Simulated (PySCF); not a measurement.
# OH (SMILES [OH]): UM06-2X/aug-cc-pVTZ

What is the vertical electron affinity of OH at UM06-2X/aug-cc-pVTZ? Input form: a Python script.

The results are computed with PySCF 2.14.0.

2 further runs of the same task are left out: 2 set aside as unsound or not needed.

## 1. Starting point

OH has 2 atoms, charge 0, and is taken as a doublet. As SMILES, `[OH]`. The coordinates come from a PBE0-D4/def2-TZVP relaxation.

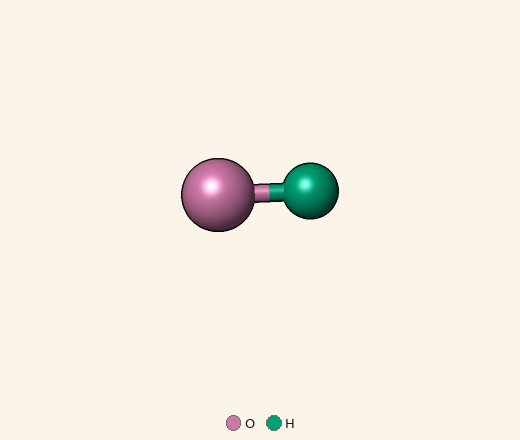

Viewed from a chosen angle; oxygen pink, hydrogen teal.

## 2. The energy at UM06-2X/aug-cc-pVTZ

run.py reads:

```python
from pyscf import gto, dft

mol = gto.Mole()
mol.atom = '''
O      0.785899    -0.251617     0.405441
H     -0.785899     0.251617    -0.405441
'''
mol.unit = 'bohr'
mol.basis = 'aug-cc-pvtz'
mol.max_memory = 1860
mol.verbose = 3
mol.spin = 1
mol.build()

mf = dft.UKS(mol, xc='m06-2x')
mf.conv_tol = 1e-10
mf.grids.level = 5
mf.kernel()
if not mf.converged:
    mf = mf.newton().run(mf.mo_coeff, mf.mo_occ)

e_tot = mf.e_tot
print('E = %.10f Eh' % e_tot)
```

Launch:

```console
$ OMP_NUM_THREADS=1 python run.py
```

Output:

```text
WARN: HOMO -0.411430014232036 >= LUMO -0.411430014232037

converged SCF energy = -75.7338073641103  <S^2> = 0.75303522  2S+1 = 2.0030329
E = -75.7338073641 Eh
```

Run time: 20 s. Hardware: 1 thread of Arm Neoverse V2, shared host; peak memory 0.36 GiB.

## 3. The singlet anion, same level

input.py reads:

```python
from pyscf import gto, dft

mol = gto.M(
    atom='''
O        0.415880      -0.133150       0.214550
H       -0.415880       0.133150      -0.214550
''',
    basis='aug-cc-pvtz',
    charge=-1,
    max_memory=1860,
    verbose=4,
)

ks = dft.RKS(mol)
ks.xc = 'm06-2x'
ks.conv_tol = 1e-10
ks.grids.level = 5
ks.kernel()
if not ks.converged:
    ks = ks.newton().run(ks.mo_coeff, ks.mo_occ)

e_final = ks.e_tot
print('Final energy', e_final)
```

Launch:

```console
$ OMP_NUM_THREADS=1 python input.py
```

Output:

```text
PySCF version 2.14.0

[INPUT] num. atoms = 2
[INPUT] num. electrons = 10
[INPUT] charge = -1
[INPUT] spin (= nelec alpha-beta = 2S) = 0
[INPUT] symmetry False subgroup None
[INPUT] Mole.unit = angstrom
[INPUT] Symbol           X                Y                Z      unit          X                Y                Z       unit  Magmom
[INPUT]  1 O      0.415880000000  -0.133150000000   0.214550000000 AA    0.785899300684  -0.251617033486   0.405440740025 Bohr   0.0
[INPUT]  2 H     -0.415880000000   0.133150000000  -0.214550000000 AA   -0.785899300684   0.251617033486  -0.405440740025 Bohr   0.0

nuclear repulsion = 4.35057424174363
number of shells = 22
number of NR pGTOs = 83
number of NR cGTOs = 69
basis = aug-cc-pvtz
ecp = {}

[... 35 lines left out ...]
WARN: HOMO 0.206155880658885 == LUMO 0.2061560718906
[... 22 lines left out ...]
converged SCF energy = -75.7956813393871
Final energy -75.7956813393871
```

Run time: 6 s. Hardware: 1 thread of Arm Neoverse V2, shared host; peak memory 0.34 GiB.

## 4. Outcome

At UM06-2X/aug-cc-pVTZ:

| quantity | value |
| --- | --- |
| doublet OH: total energy | -75.73381 Eh |
| doublet OH: dipole moment | 1.69 D |
| doublet OH: HOMO energy (highest over α and β) | -11.10 eV |
| doublet OH: LUMO energy (lowest over α and β) | -2.96 eV |
| doublet OH: ⟨S²⟩ | 0.753 |
| singlet anion: total energy | -75.79568 Eh |
| singlet anion: HOMO energy | -0.66 eV |
| singlet anion: LUMO energy | 3.99 eV |
| singlet anion: HOMO–LUMO gap (to an unbound level, set by the basis) | 4.65 eV |
| vertical electron affinity (to the singlet anion) | 1.684 eV |

In words: At fixed nuclei the extra electron is bound by 1.68 eV (162 kJ/mol).
